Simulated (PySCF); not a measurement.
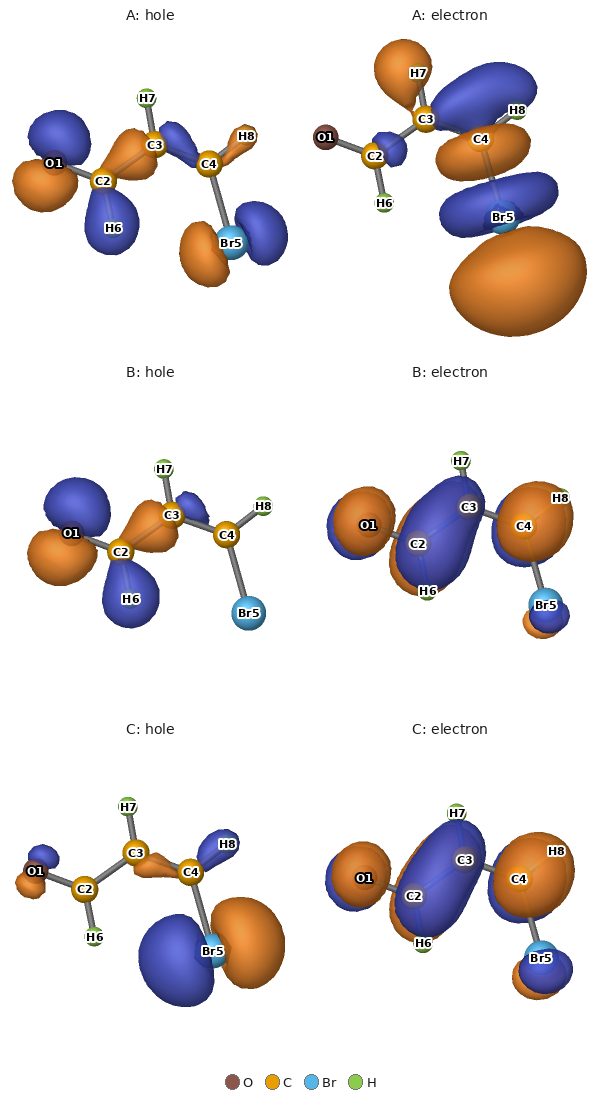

C3H3BrO, SMILES `O=C/C=C\Br`. Leading natural transition orbital pairs of 3 excited states (TDA singlet states).

Computed with PySCF, PBE0/def2-SVPD, geometry: GFN2-xTB. No frequency check shows the geometry to be a minimum. GFN2-xTB bond lengths at metals and heavier atoms can be off by up to 0.1 Å and shapes distorted, which carries into these values.

Coordinates in Å:

```
O1       3.1178    0.5597    0.0000
C2       1.9264    0.3936    0.0000
C3       1.2794   -0.9197    0.0000
C4      -0.0355   -1.1269    0.0000
Br5     -1.3332    0.2308    0.0000
H6       1.2254    1.2484    0.0000
H7       1.9441   -1.7732    0.0000
H8      -0.4731   -2.1137    0.0000
```

```json
{"state": "S₁", "energy (eV)": "3.43", "f": "0.000"}
{"state": "S₃", "energy (eV)": "5.34", "f": "0.000"}
{"state": "S₅", "energy (eV)": "6.23", "f": "0.034"}
```

Question: Which pair belongs to which state?

Answer: A is S₅ (partly diffuse acceptor orbital): hole on O1 (44 %) and Br5 (25 %), electron on Br5 (59 %) and C4 (25 %). B is S₁ (n → π*): hole on O1 (61 %) and C2 (13 %), electron on C2 (28 %) and O1 (26 %). C is S₃ (n → π*, charge transfer, whose energy this functional puts too low): hole on Br5 (83 %), electron on C4 (28 %) and C2 (20 %).
